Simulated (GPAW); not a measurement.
# 3d dopants in MoSe2: moments across the series

One cation of MoSe2 is replaced by one 3d element after another. What moment does each carry?

Method: PBE; plane waves with GPAW's PAW setups, scalar-relativistic, in GPAW 26.7.0.

### 1. The structure

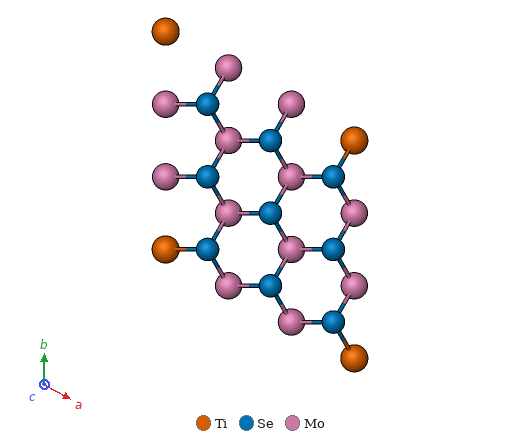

Start, viewed from above; titanium orange, selenium blue, molybdenum pink. Bonds to atoms that aren't drawn are left out. Some periodic images of atoms are drawn too.

The cell holds 27 atoms: 1 Ti, 18 Se and 8 Mo. Cell: a = 9.867 Å, b = 9.867 Å, c = 16.340 Å, α = 90.0°, β = 90.0°, γ = 120.0°. Model cell: substitutional dopants on the host's lattice, its constants typed without a cited source, atoms not relaxed. Vacuum lies along c.

This is the first member shown.

### 2. The first member

This run shows input and output; the others differ as the table says.

Input file order1.py:

```python
import json
import numpy as np
from ase import Atoms
from ase.parallel import paropen, parprint
from gpaw import GPAW

atoms = Atoms(['Ti', 'Se', 'Se', 'Mo', 'Se', 'Se', 'Mo', 'Se', 'Se', 'Mo', 'Se', 'Se', 'Mo', 'Se', 'Se', 'Mo', 'Se', 'Se', 'Mo', 'Se', 'Se', 'Mo', 'Se', 'Se', 'Mo', 'Se', 'Se'],
    cell=[[9.867, 0.0, 0.0],
         [-4.9335, 8.545073, 0.0],
         [0.0, -0.0, 16.34]],
    scaled_positions=[[0.0, 0.0, 0.5],
         [0.222222, 0.111111, 0.602203],
         [0.222222, 0.111111, 0.397797],
         [0.0, 0.333333, 0.5],
         [0.222222, 0.444444, 0.602203],
         [0.222222, 0.444444, 0.397797],
         [0.0, 0.666667, 0.5],
         [0.222222, 0.777778, 0.602203],
         [0.222222, 0.777778, 0.397797],
         [0.333333, 0.0, 0.5],
         [0.555556, 0.111111, 0.602203],
         [0.555556, 0.111111, 0.397797],
         [0.333333, 0.333333, 0.5],
         [0.555556, 0.444444, 0.602203],
         [0.555556, 0.444444, 0.397797],
         [0.333333, 0.666667, 0.5],
         [0.555556, 0.777778, 0.602203],
         [0.555556, 0.777778, 0.397797],
         [0.666667, 0.0, 0.5],
         [0.888889, 0.111111, 0.602203],
         [0.888889, 0.111111, 0.397797],
         [0.666667, 0.333333, 0.5],
         [0.888889, 0.444444, 0.602203],
         [0.888889, 0.444444, 0.397797],
         [0.666667, 0.666667, 0.5],
         [0.888889, 0.777778, 0.602203],
         [0.888889, 0.777778, 0.397797]],
    pbc=True,
    magmoms=[1.0, 0.0, 0.0, 0.0, 0.0, 0.0, 0.0, 0.0, 0.0, 0.0, 0.0, 0.0, 0.0, 0.0, 0.0, 0.0, 0.0, 0.0, 0.0, 0.0, 0.0, 0.0, 0.0, 0.0, 0.0, 0.0, 0.0])
atoms.calc = GPAW(mode={'name': 'pw', 'ecut': 450},
    xc='PBE',
    kpts={'size': (3, 3, 1), 'gamma': True},
    occupations={'name': 'fermi-dirac', 'width': 0.05},
    convergence={'density': 1e-05, 'energy': 1e-05},
    maxiter=200,
    mixer={'name': 'pulay', 'beta': 0.05, 'nmaxold': 6, 'weight': 50},
    symmetry={'tolerance': 1e-4},
    txt='order1.txt')
e = atoms.get_potential_energy(force_consistent=True)
res = {'free_energy': e, 'energy_sigma0': atoms.get_potential_energy(), 'fermi_energy': atoms.calc.get_fermi_level()}
res['moments'] = atoms.get_magnetic_moments().tolist()
res['total'] = atoms.get_magnetic_moment()
parprint('site moments (muB):', np.round(res['moments'], 3))
parprint(f"total moment: {res['total']:.3f} muB")
parprint(f'free energy: {e:.6f} eV')
atoms.calc.write('order1.gpw')
with paropen('results.json', 'w') as f:
    json.dump(res, f)
```

Run with:

```console
$ OMP_NUM_THREADS=1 mpirun -n 4 gpaw python order1.py > order1.log
```

Numbers of over 12 decimals in the logs are rounded to 6 here.

The program printed:

```text
site moments (muB): [ 0.001 -0.    -0.     0.     0.     0.     0.     0.     0.     0.
  0.     0.     0.     0.     0.    -0.     0.     0.     0.    -0.
 -0.    -0.     0.     0.     0.    -0.    -0.   ]
total moment: 0.003 muB
free energy: -177.944539 eV

--- order1.txt ---
Input parameters:
  mode=PW(ecut=450),
  convergence={'density': 1e-05, 'energy': 1e-05},
  kpts=MonkhorstPack(size=(3, 3, 1), gamma=True),
  maxiter=200,
  mixer=Pulay(name='pulay', nmaxold=6, beta=0.05, weight=50, sigma=0.015, g_ss=None),
  occupations=Occupations(name='fermi-dirac', width=0.05),
  symmetry=Symmetry(tolerance=0.0001),
  xc=XC(name='PBE')

Diagonalizing LCAO Hamiltonian
Converting LCAO to pw mode

                Se      Se      Se

           Mo     Seo     Seo     Se

             Mo Se  Seo Se  Seo Se  Se

               Ti Se   Mo Se   Mo Se

                    Se      Se      Se

Atoms  # Å, Bohr magnetons
|    | symbol |         x |        y |        z |    initial magnetic moments |
|----|--------|-----------|----------|----------|-----------------------------|
|  0 |     Ti |  0.000000 | 0.000000 | 8.170000 | ( 0.0000,  0.0000,  1.0000) |
|  1 |     Se |  1.644498 | 0.949452 | 9.839997 | ( 0.0000,  0.0000,  0.0000) |
|  2 |     Se |  1.644498 | 0.949452 | 6.500003 | ( 0.0000,  0.0000,  0.0000) |
|  3 |     Mo | -1.644498 | 2.848355 | 8.170000 | ( 0.0000,  0.0000,  0.0000) |
|  4 |     Se |  0.000000 | 3.797806 | 9.839997 | ( 0.0000,  0.0000,  0.0000) |
|  5 |     Se |  0.000000 | 3.797806 | 6.500003 | ( 0.0000,  0.0000,  0.0000) |
|  6 |     Mo | -3.289002 | 5.696718 | 8.170000 | ( 0.0000,  0.0000,  0.0000) |
[...]
Zero:             -3.160589
  External:          0.000000
  Xc:             -138.154256
  Entropy:          -0.133631
  Spinorbit:         0.000000
  ----------------------------
  Free energy:    -177.944539
  Extrapolated:   -177.877723

dipole moment: (-14.063179, -113.183474, 0.001097)  # |e|*Ang

Total magnetic moment: (0.000000, 0.000000, 0.003250)

Local magnetic moments
|        x |        y |         z |
|----------|----------|-----------|
| 0.000000 | 0.000000 |  0.000759 |  # Ti   0
| 0.000000 | 0.000000 | -0.000015 |  # Se   1
| 0.000000 | 0.000000 | -0.000015 |  # Se   2
| 0.000000 | 0.000000 |  0.000322 |  # Mo   3
| 0.000000 | 0.000000 |  0.000011 |  # Se   4
[...]
| 0.000000 | 0.000000 |  0.000004 |  # Se  23
| 0.000000 | 0.000000 |  0.000322 |  # Mo  24
| 0.000000 | 0.000000 | -0.000015 |  # Se  25
| 0.000000 | 0.000000 | -0.000015 |  # Se  26

Fermi level: -0.129
Eigenvalues  # (at kpt = [0.000, 0.000, 0.000])
| band index |      eig [eV] | occ [0-1] |      eig [eV] | occ [0-1] |
|------------|---------------|-----------|---------------|-----------|
|          0 |       -61.073 |     1.000 |       -61.073 |     1.000 |
|        ... |               |           |               |           |
|        107 |        -1.132 |     1.000 |        -1.132 |     1.000 |
|        108 |        -1.057 |     1.000 |        -1.057 |     1.000 |
|        109 |        -0.958 |     1.000 |        -0.958 |     1.000 |
|        110 |        -0.958 |     1.000 |        -0.958 |     1.000 |
[...]
|        120 |         1.769 |     0.000 |         1.769 |     0.000 |
|        121 |         1.769 |     0.000 |         1.769 |     0.000 |
|        122 |         1.785 |     0.000 |         1.785 |     0.000 |
|        ... |               |           |               |           |
|        143 |         3.102 |     0.000 |         3.102 |     0.000 |

No gap
No difference between direct/indirect transitions


[key lines of the parts left out:]
Converged in 51 steps
```

Run time: 6.2 min. Hardware: 4 MPI ranks of AMD EPYC 9B45 (Zen 5), shared host; peak memory 2.4 GiB.

After 51 cycles the seed has died away: no moment is left.

### 3. The series

All use a 3×3×1 mesh. Each dopant starts with a moment; a run without spin polarisation gives the energy that the moment gains.

```
dopant  moment in its sphere (μB)  net moment (μB a cell)  largest moment elsewhere (μB)  gain by spin polarisation (meV)
    Ti                      +0.00                    0.00                          +0.00                               -0
     V                      -0.00                    0.00                          -0.00                               -0
    Cr                      -0.00                    0.00                          +0.00                               -0
    Mn                      +1.65                    1.00                          -0.04                              142
    Fe                      +2.00                    2.00                          +0.01                              234
    Cu                      +0.00                    0.01                          +0.00                                0
```

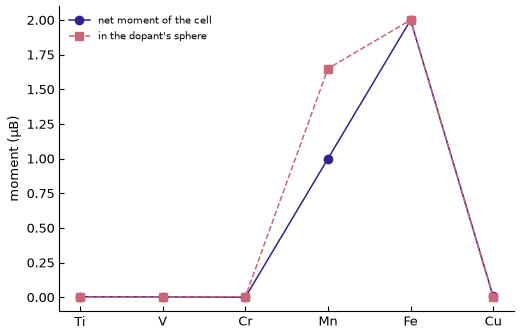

Moments across the 3d series.

### 4. Results

```json
{"largest net moment": "2.00 μB (Fe)", "within 0.02 of a whole number of μB": "Mn 1.00, Fe 2.00", "no settled moment": "Ti, V, Cr, Cu"}
```

**Reading.** The net moment is largest for Fe, 2.00 μB, and vanishes or is a mere residue for Ti, V, Cr and Cu. Mn and Fe give a whole number of μB, as a fixed count of unpaired electrons does. Each dopant had one start, so another spin state can lie lower; in so small a cell the dopant levels widen into bands, and with the smearing this can quench a moment. The atoms were not relaxed, which can shift moments and couplings. Trends hold for the rows shown; the series may have further members. Spin–orbit coupling is left out.

[Logs and program files are shortened in this print: banners, set-up blocks, solver, clock and traceback lines can be left out without a mark of their own.]

[Logs are printed without paths, hosts, clocks, repeated set-up lines and the standing remarks that a program may print on its own settings, such as how far it seeks lower states.]

[Hosts, paths, dates, database ids (printed as entryN), source tags and the programs' standing remarks are cut or masked in the printed files.]

[Where a cell is said to come from a database of computed structures, the database is the Materials Project.]
